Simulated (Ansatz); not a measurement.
# CH$_{3}$BrCl$_{2}$Hf: what the fields show

Input file:

```
crystal:
  periodic: [false, false, false]
  atoms:
    - { symbol: Hf, position_ang: [-0.6064, 0.400039, 0.73051] }
    - { symbol: Br, position_ang: [-2.692105, -0.979709, -0.669342] }
    - { symbol: C, position_ang: [0.852537, -0.307995, -0.656623] }
    - { symbol: H, position_ang: [0.073938, -0.829299, -1.223772] }
    - { symbol: Cl, position_ang: [-0.56908, 2.726114, 0.600644] }
    - { symbol: Cl, position_ang: [0.010952, -0.39461, 2.831731] }
    - { symbol: H, position_ang: [1.589412, -1.043626, -0.301691] }
    - { symbol: H, position_ang: [1.340646, 0.429085, -1.311357] }
basis:
  gaussian: { orbitals: def2-SVP }
hamiltonian:
  xc: r2scanh
  dispersion: d4
relax:
  f_tol: 0.03
  max_steps: 50
output:
  orbitals: {}
```

Command:

```sh
ansatz run input.yaml --threads 4 --pin off --max-ram 5120MiB --backend cpu --events-out ev --progress --plain --runs-dir out
```

The fields are those of the run's last geometry, not of the input's.

Core potentials replace the inner electrons of Hf.

All numbers below come from RKS r2SCANh-D4/def2-SVP (Ansatz).

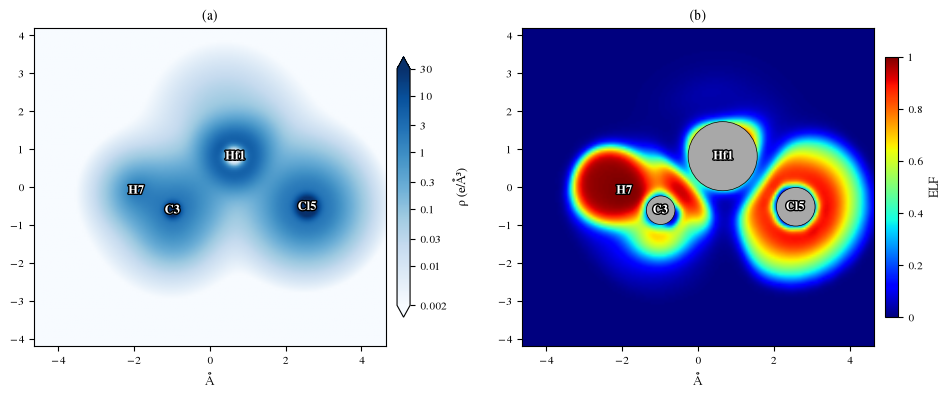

Figure 1. (a) electron density; (b) electron localisation function on the plane of atoms Hf1, C3 and H7. Grey discs cover the atomic cores in the ELF map.

### What do the fields say about this system?

- The section cuts through Hf, C, Cl and H sites.
- C–Hf (2.17 Å): ρ at the midpoint is about 0.79 e/Å³; the ELF peaks at about 0.95 in the valence shell of C, 0.7 Å from its nucleus, and is about 0.55 at the midpoint.
- Hf–Cl (2.34 Å): ρ is about 0.58 e/Å³ halfway; the ELF peaks at about 0.85 in the valence shell of Cl, 0.8 Å from its nucleus, and is about 0.35 at the midpoint.
- C–H (1.10 Å): ρ at the midpoint is about 1.8 e/Å³; the ELF climbs to about 1 towards the hydrogen, as it does in any bond to H: an ordinary covalent bond to hydrogen.

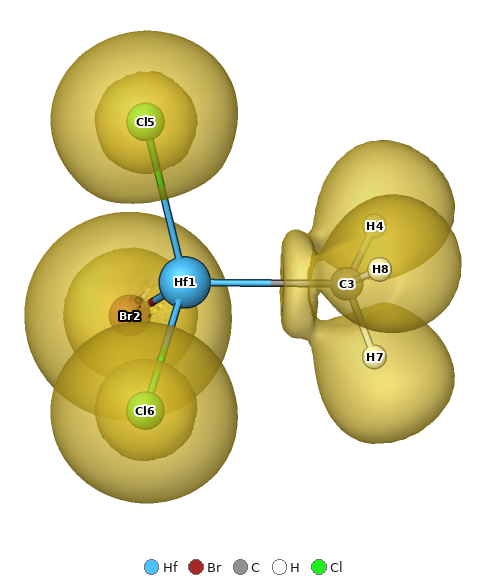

Figure 2. Isosurface of the ELF at 0.75 (yellow), seen from one side. Only the valence region is drawn (cores and ρ < 0.01 e/Å³ removed).

### Describe the localisation domains.

The ELF exceeds this value in one region wrapped around Br (its valence shell), two regions wrapped around Cl (the valence shell of each) and one joined region spread over several atoms (C, H), in which their bonds and any lone pairs are merged.

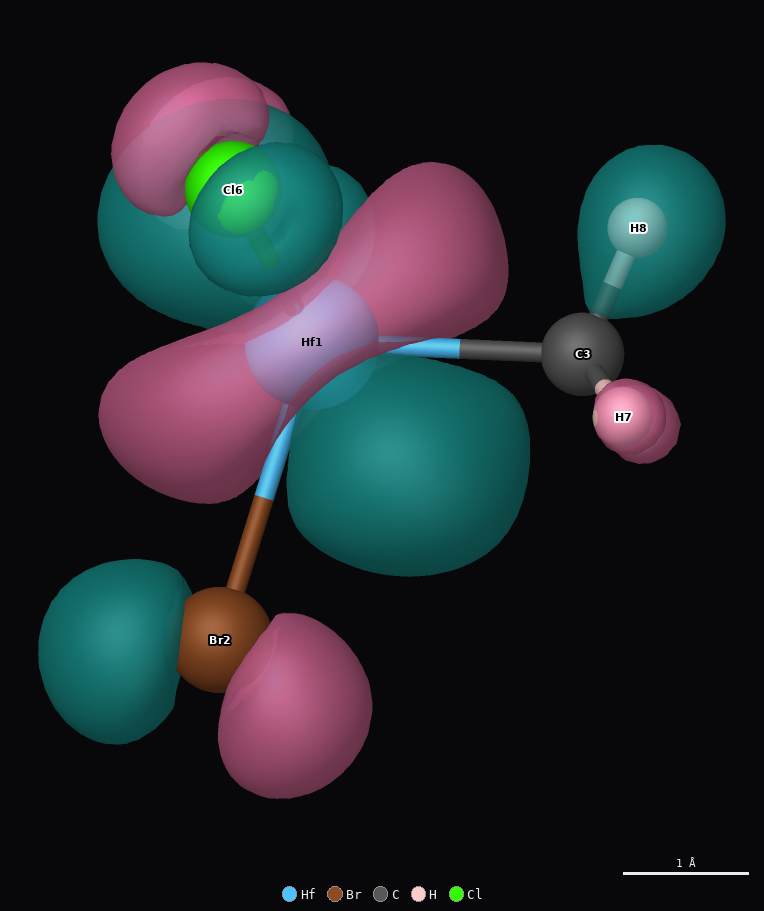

Figure 3. The LUMO at ±0.08 Å⁻³ᐟ² (teal and pink are the two phases), seen across its widest extent.

### Describe this orbital and give its energy.

It lies mainly on Hf1 (about 70 %) and Br2 (about 10 %). Its energy is −2.28 eV.

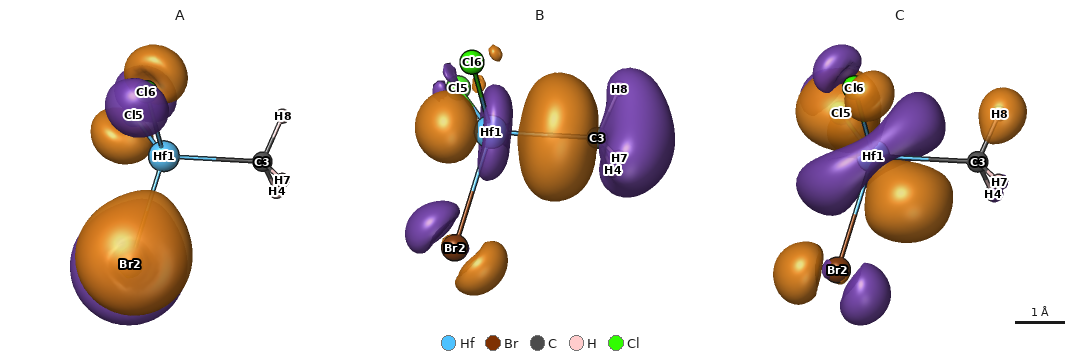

Figure 4. Three frontier orbitals at ±0.1 Å⁻³ᐟ² (orange and purple are the two phases), in no order.

### Which picture is the HOMO−1, the HOMO and the LUMO?

A is the HOMO−1 (−8.56 eV). Its weight (Hirshfeld) is mainly on Br2 (about 75 %), Cl5 (about 10 %) and Cl6 (about 10 %); largely a lone pair of Br2. B is the HOMO (−8.17 eV). Its weight (Hirshfeld) is mainly on C3 (about 50 %), Hf1 (about 25 %) and Br2 (about 5 %). C is the LUMO (−2.28 eV). It lies mainly on Hf1 (about 70 %) and Br2 (about 10 %).

### What is the HOMO–LUMO gap?

5.89 eV between the orbital energies.
